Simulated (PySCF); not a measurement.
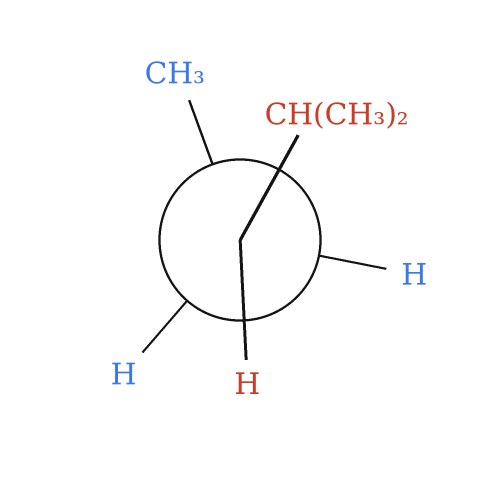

A Newman projection along the N–Si bond, nitrogen in front; angles are drawn as computed, but eclipsed bonds slightly apart. The geometry was computed by an optimisation with GFN2-xTB. No frequency run is at hand to confirm it as a minimum.

### Which molecule is it?

C4H13NSi, C[SiH2]NC(C)C

### What is the torsion angle from the front CH(CH3)2 to the back CH3? The sign is positive where the front bond must turn clockwise to cover the back bond.

−49°, synclinal (gauche).
